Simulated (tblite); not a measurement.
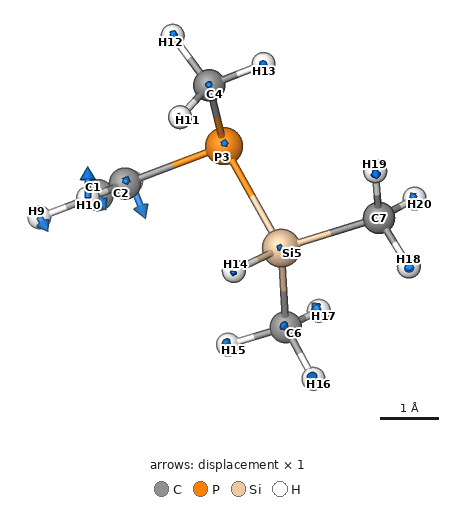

This is a relaxation of C$_{5}$H$_{13}$PSi. The starting structure is drawn; blue arrows show the displacements, at their true length. The two geometries are superimposed by the best rigid fit.

Style: ball-and-stick. Shown at a tilt.

Computed with GFN2-xTB geometry optimisation, gas phase in tblite. 

**What happened in the run?**

The atom that moves furthest after the best rigid fit is an H atom (0.72 Å). By element the largest moves are H 0.72 Å, C 0.32 Å, P 0.13 Å, Si 0.10 Å. Among the contacts that change: C–Si 1.845 → 1.901 Å, C–P 1.843 → 1.812 Å, P–Si 2.238 → 2.259 Å, C–H 1.104 → 1.085 Å. Among the angles between lasting bonds that change: P–Si–H 107.5° → 114.9°, P–C–H 122.1° → 116.2°, C–C–P 119.1° → 123.2°. Groups turn about C–P by about 25°. Over 87 geometry steps the energy falls by 0.173 eV. The run took 0.74 s on 1 thread of Arm Neoverse V1, with other jobs on the host.
